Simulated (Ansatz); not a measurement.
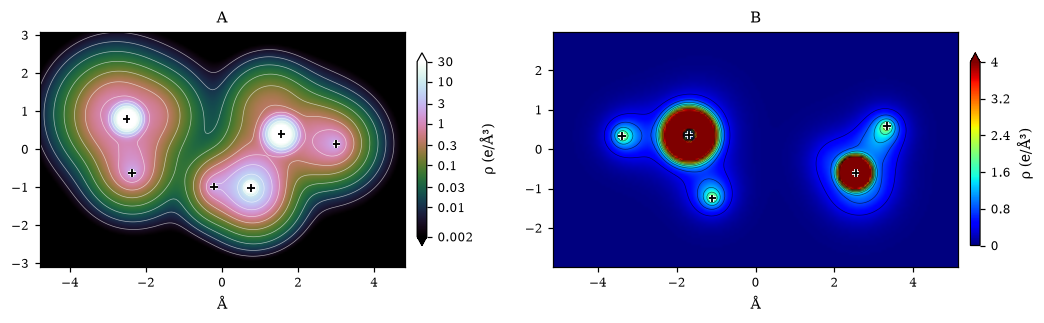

The electron density of 2 systems, each on a plane through atoms (crosses mark nuclei in the plane).

Theory: RKS PBE0-D4/def2-SVP in Ansatz 0.2.0.

System 1: H4Sn···PH3, the plane of atoms H3, Sn1 and H4. Core potentials replace the inner electrons of Sn.

```xyz
9

Sn    0.5145   -0.0792   -0.1846
H     0.8494   -0.1513    1.4918
H     1.9725    0.1436   -1.0516
H    -0.5433    1.2296   -0.4950
H    -0.2279   -1.5392   -0.6793
P    -3.4433    0.2097    1.5468
H    -2.9642   -0.6284    0.4936
H    -3.7207   -0.8990    2.4045
H    -2.1375    0.4020    2.0941
```

System 2: F2H2OSi···PH3, the plane of atoms Si1, O5 and H6. 

```yaml
atoms:
  - { symbol: Si, position_ang: [-0.2465, 0.3988, -0.0954] }
  - { symbol: F, position_ang: [-0.0052, 0.6084, 1.4859] }
  - { symbol: F, position_ang: [1.2305, 0.4045, -0.7438] }
  - { symbol: H, position_ang: [-1.0471, 1.5018, -0.6398] }
  - { symbol: O, position_ang: [-1.0008, -1.0169, -0.3842] }
  - { symbol: H, position_ang: [-0.5788, -1.8233, -0.0641] }
  - { symbol: P, position_ang: [1.7455, -2.8749, 1.3387] }
  - { symbol: H, position_ang: [0.5674, -3.4792, 0.7936] }
  - { symbol: H, position_ang: [1.9854, -2.0739, 0.1814] }
  - { symbol: H, position_ang: [1.0211, -1.8418, 2.0075] }
```

Question: Which map belongs to which system?

Answer: Panel A is system 2, F2H2OSi···PH3: the plane holds Si, H, O and P. H6···H8 (2.19 Å): the density falls to about 0.05 e/Å³ on the way; a non-bonded, intermolecular contact. Panel B is system 1, H4Sn···PH3: the plane holds Sn, H and P. P–H (1.43 Å): ρ is about 1 e/Å³ halfway.
